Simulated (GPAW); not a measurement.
**CdF2 (Fm-3m): how ε∞ follows the gap**

The empty bands of CdF2 (Fm-3m) are shifted up rigidly by Δ, and ε∞ is computed for each shift.

Cell: a, b, c = 3.810, 3.810, 3.810 Å (primitive vectors), 3 atoms.

Method: GPAW 26.7.0, PBE, RPA, k-mesh 10×10×10, local fields up to 50 eV, Lorentzian half width 0.15 eV.

Launch of the response step: `OMP_NUM_THREADS=1 python df.py`. The series took 2.9 min in all, its band step included, on 1 thread of Arm Neoverse N1, with other jobs on the host.

| Δ (eV) | ε∞ |
| --- | --- |
| 0.00 | 2.651 |
| 0.40 | 2.588 |
| 0.80 | 2.531 |
| 1.20 | ? |
| 1.60 | 2.431 |
| 2.00 | 2.387 |

With one effective transition at E₀ and fixed dipole strength, ε∞ − 1 = A/(E₀ + Δ), so 1/(ε∞ − 1) is linear in Δ.

Working, on the rows shown:

| x = Δ (eV) | y = 1/(ε∞ − 1) |
| --- | --- |
| 0 | 0.605694 |
| 0.4 | 0.629723 |
| 0.8 | 0.653168 |
| 1.6 | 0.698812 |
| 2 | 0.720981 |

Means: x̄ = 0.96, ȳ = 0.66168. Σ(x − x̄)(y − ȳ) = 0.1584, Σ(x − x̄)² = 2.752. Slope = 0.1584 / 2.752 = 0.05757; intercept = ȳ − slope · x̄ = 0.6064. Turned back into ε∞, the line misses the rows shown by at most 0.0019.

Task: What does the fit predict for the withheld row, and how well does it do?

Result: At x = 1.2 the line gives y = 0.67549, that is 2.480. The run gave 2.479, so the interpolation is off by 0.0014, 0.5 % of the range in the table.

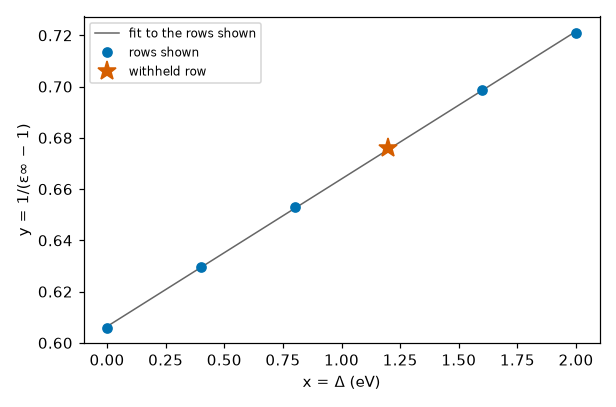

Refitted with all rows, the slope is 0.05762 and the intercept 0.60647. These give E₀ = intercept/slope = 10.5 eV, far above the least direct gap of 3.53 eV: most of the screening comes from transitions well over the edge. Over the first step ε∞ falls by 6 % per eV. Excitons are left out; PBE gaps are as a rule too small. The values come from a sum over the points of one k-mesh and carry its error, which grows as the direct gap shrinks. This version of GPAW has incomplete matrix elements in the optical limit, which can lower ε − 1 by up to a tenth where first-row anions or d states rule. Spin-orbit coupling is left out.
